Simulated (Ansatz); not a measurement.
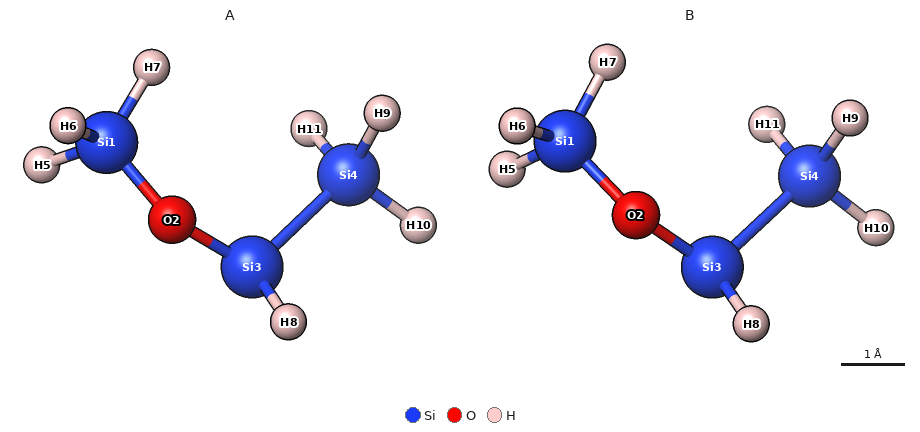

Two geometries of Si₃H₇O (multiplicity 2), drawn at one scale. One is the start of a relaxation, the other its converged end. Style: ball-and-stick. Shown at a tilt.

Level of theory: UKS PBE0-D4/def2-TZVP in Ansatz. (force threshold 0.005 eV/Å; at most 150 steps)

**Which one is relaxed?**

Structure A is the relaxed one. The start comes from PBE-D4/def2-SVP. The atom that moves furthest after the best rigid fit is H6 (0.18 Å). By element the largest moves are H 0.18 Å, O 0.18 Å, Si 0.04 Å. Among the contacts that change: O2–Si3 1.686 → 1.643 Å, Si1–O2 1.681 → 1.639 Å, Si1–H5 1.505 → 1.485 Å, Si1–H7 1.506 → 1.487 Å. Among the angles between lasting bonds that change: Si1–O2–Si3 139.3° → 144.1°. Over 24 geometry steps the energy falls by 0.075 eV. Largest force component: 0.74 eV/Å at the start, 0.0049 eV/Å at the end. The forces were under the threshold at step 15, but the run went on from there. The run took of the order of 4 core-minutes on a shared host.
